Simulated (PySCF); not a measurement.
# One shape, several levels: CHCl2F (dichlorofluoromethane)

Aim: a comparison of 6 runs (PBE/STO-3G, UPBE0/STO-3G, MP2/STO-3G, CCSDT/STO-3G, CISD/STO-3G, UCCSD(T)/STO-3G) of CHCl2F (dichlorofluoromethane). Input form: a Python script.

The calculation is run with PySCF 2.14.0.

4 further runs of the same task are left out: 1 that didn't finish, 3 set aside as unsound or not needed.

## 1. The molecule

The species is CHCl2F (5 atoms), meant as a singlet with charge 0. As SMILES, `FC(Cl)Cl`. The F1–C2 distance was set to 1.608 Å, away from the relaxed value.

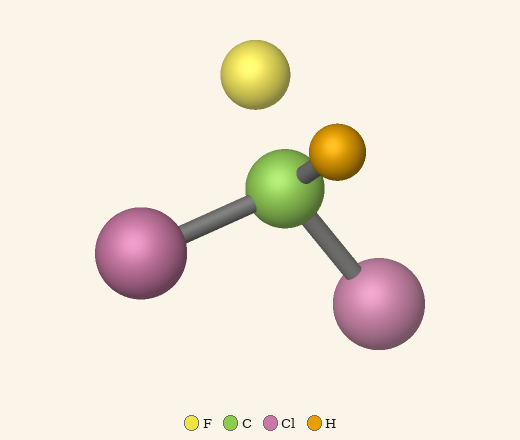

The structure, seen from a chosen angle (fluorine yellow, carbon green, chlorine pink, hydrogen amber).

## 2. A single-point energy at PBE/STO-3G (run 1)

Contents of input.py:

```python
from pyscf import gto, dft

mol = gto.M(
    atom='''
F     -1.341679     0.262897     2.778489
C      0.012094     0.187839     0.058015
Cl     2.758811    -1.675809     0.239806
Cl    -2.117249    -0.992484    -2.205499
H      0.556713     2.090793    -0.496053
''',
    max_memory=1860,
    unit='bohr',
    verbose=3,
    charge=0,
    spin=0,
    basis='sto-3g',
)

myscf = dft.RKS(mol)
myscf.xc = 'pbe'
myscf.conv_tol = 1e-10
myscf.grids.level = 5
myscf.kernel()
if not myscf.converged:
    myscf = myscf.newton().run(myscf.mo_coeff, myscf.mo_occ)

e_tot = myscf.e_tot
print(f'total energy: {e_tot:.8f} hartree')
```

On the command line:

```bash
OMP_NUM_THREADS=1 python input.py
```

Log:

```text
converged SCF energy = -1046.41421171174
total energy: -1046.41421171 hartree
```

Run time: 4.2 s. Hardware: 1 thread of Arm Neoverse V2, shared host; peak memory 0.24 GiB.

## 3. A single-point energy at UPBE0/STO-3G (run 2)

Contents of run.py:

```python
from pyscf import gto, dft

mol = gto.Mole()
mol.atom = [
    ('F', (-0.709986, 0.139119, 1.470313)),
    ('C', (0.006400, 0.099400, 0.030700)),
    ('Cl', (1.459900, -0.886800, 0.126900)),
    ('Cl', (-1.120400, -0.525200, -1.167100)),
    ('H', (0.294600, 1.106400, -0.262500)),
]
mol.verbose = 3
mol.basis = 'sto-3g'
mol.spin = 0
mol.max_memory = 1860
mol.build()

ks = dft.UKS(mol, xc='pbe0')
ks.conv_tol = 1e-10
ks.grids.level = 5
ks.kernel()
if not ks.converged:
    ks = ks.newton().run(ks.mo_coeff, ks.mo_occ)
for _ in range(3):
    mo, _, stable, _ = ks.stability(return_status=True)
    if stable:
        break
    ks.kernel(ks.make_rdm1(mo, ks.mo_occ))

e_final = ks.e_tot
print('E = %.10f Eh' % e_final)
```

On the command line:

```bash
OMP_NUM_THREADS=1 python run.py
```

Log:

```text
converged SCF energy = -1046.57456300406  <S^2> = 2.6645353e-13  2S+1 = 1
<class 'pyscf.dft.uks.UKS'> wavefunction is stable in the internal stability analysis
E = -1046.5745630041 Eh
```

Run time: 18 s. Hardware: 1 thread of Arm Neoverse V2, shared host; peak memory 0.42 GiB.

Runs 3 to 5 aren't shown in full; the table further down has their settings and results.

## 4. A single-point energy at UCCSD(T)/STO-3G (run 6)

Contents of calc.py:

```python
from pyscf import gto, scf, cc

mol = gto.Mole()
mol.atom = [
    ('F', (-0.709986, 0.139119, 1.470313)),
    ('C', (0.006400, 0.099400, 0.030700)),
    ('Cl', (1.459900, -0.886800, 0.126900)),
    ('Cl', (-1.120400, -0.525200, -1.167100)),
    ('H', (0.294600, 1.106400, -0.262500)),
]
mol.verbose = 3
mol.basis = 'sto-3g'
mol.max_memory = 1860
mol.build()

calc0 = scf.UHF(mol)
calc0.conv_tol = 1e-10
calc0.kernel()
if not calc0.converged:
    calc0 = calc0.newton().run(calc0.mo_coeff, calc0.mo_occ)
for _ in range(3):
    mo, _, stable, _ = calc0.stability(return_status=True)
    if stable:
        break
    calc0.kernel(calc0.make_rdm1(mo, calc0.mo_occ))

mycc = cc.CCSD(calc0, frozen=12)
mycc.kernel()
e_t = mycc.ccsd_t()
e_tot = mycc.e_tot + e_t
print('E = %.10f Eh' % e_tot)
```

On the command line:

```bash
OMP_NUM_THREADS=1 python calc.py
```

Log:

```text
converged SCF energy = -1045.12233778335  <S^2> = 5.2846616e-11  2S+1 = 1
<class 'pyscf.scf.uhf.UHF'> wavefunction is stable in the internal stability analysis
E(UCCSD) = -1045.254228867623  E_corr = -0.1318910842717074
UCCSD(T) correction = -0.00230192995259758
E = -1045.2565307976 Eh
```

It took 0.96 s on 1 thread of Arm Neoverse V2, shared host; peak memory 0.12 GiB.

## 5. Overview of the runs

| run | level | follow instability | integration grid | energy (Eh) | dipole moment (D) of the reference | HOMO energy (eV) | LUMO energy (eV) | wall time |
| --- | --- | --- | --- | --- | --- | --- | --- | --- |
| 1 | PBE/STO-3G | – | 5 | -1046.414212 | 1.49 | -4.25 | 1.25 | 4.2 s |
| 2 | UPBE0/STO-3G | yes | 5 | -1046.574563 | 1.54 | -6.81 | 2.53 | 18 s |
| 3 | MP2/STO-3G | – | – | -1045.223620 | 1.65 | -11.26 | 7.88 | 0.68 s |
| 4 | CCSDT/STO-3G | – | – | -1045.257320 | 1.65 | -11.26 | 7.88 | 2.3 s |
| 5 | CISD/STO-3G | – | – | -1045.247553 | 1.65 | -11.26 | 7.88 | 0.64 s |
| 6 | UCCSD(T)/STO-3G | yes | – | -1045.256531 | 1.65 | -11.26 | 7.88 | 0.96 s |

## 6. What came out

| quantity | value |
| --- | --- |
| run 6: total energy | -1045.25653 Eh |
| run 6: dipole moment (Hartree–Fock density) | 1.65 D |
| run 6: HOMO energy (Hartree–Fock orbitals) | -11.26 eV |
| run 6: LUMO energy (Hartree–Fock orbitals) | 7.88 eV |
| run 6: HOMO–LUMO gap (Hartree–Fock orbitals) | 19.14 eV |
| run 6: correlation energy (12 core orbitals frozen) | -134.2 mEh |
| run 6: (T) correction | -2.30 mEh |
| run 6: T1 diagnostic | 0.008 |

**Reading.** Totals of different functionals can't be ranked against each other. In runs 1, 2, 3, 4, 5, 6 the basis is minimal, so the values are rough. All runs together took 27 s, the longest 18 s.
